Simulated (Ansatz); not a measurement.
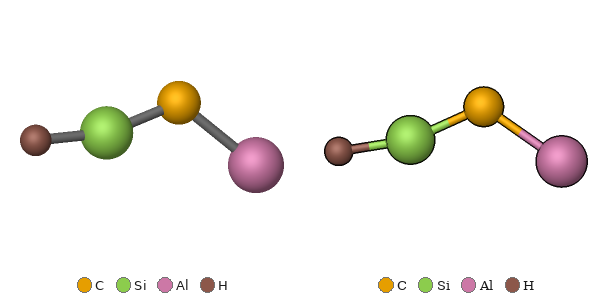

Two views of one molecule.

The computed structure is the end point of a PBE0-D4/def2-TZVP optimisation. No frequency run is at hand to confirm it as a minimum.

**Which formula does it have?**

CHAlSi, 4 atoms: 1 carbon, 1 hydrogen, 1 aluminium and 1 silicon.

**Count the bonded pairs by element.**

1 C–Si, 1 C–Al, 1 Si–H. Sticks follow a distance rule.

The parts below concern this one geometry. Atoms keep their numbers from picture to picture.

**Geometry**

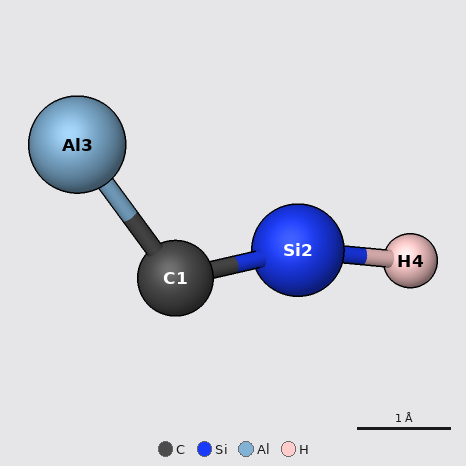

The atoms are numbered. No frequency run is at hand to confirm it as a minimum.

Give these bond angles: Si2–C1–Al3, C1–Si2–H4.

```json
{"angle": "Si2–C1–Al3", "degrees": "121.0"}
{"angle": "C1–Si2–H4", "degrees": "164.9"}
```

**Dipole moment**

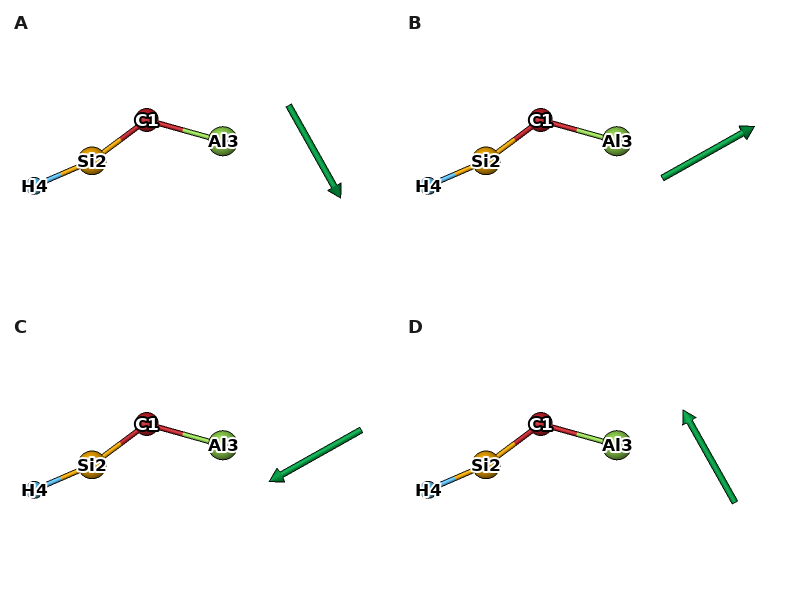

The same molecule four times, each with an arrow. No frequency run is at hand to confirm it as a minimum. Method: RKS PBE0-D4/def2-TZVP (Ansatz 0.2.0).

**Which arrow points along the dipole moment, from the negative to the positive end?**

C. The dipole moment is 3.13 D; it points from the side of Al3 to the side of H4 (the outermost atoms at the two ends).

**Electronic properties**

No frequency run is at hand to confirm it as a minimum. Properties computed with RKS PBE0-D4/def2-TZVPP (Ansatz 0.2.0).

**Give the LUMO energy (Kohn–Sham orbital) at this level.**

−2.26 eV.

**What is the HOMO energy (Kohn–Sham orbital)?**

−5.73 eV.

**Charges**

The questions are on Mulliken charges. No frequency run is at hand to confirm it as a minimum. Level of theory: RKS PBE0-D4/def2-TZVP (Ansatz 0.2.0).

Give the Mulliken charges atom by atom.

| atom | value (e) |
| --- | --- |
| C1 | −0.23 |
| Si2 | 0.06 |
| Al3 | 0.10 |
| H4 | 0.06 |

Mulliken values depend strongly on the basis set and can even reverse the polarity of a bond.
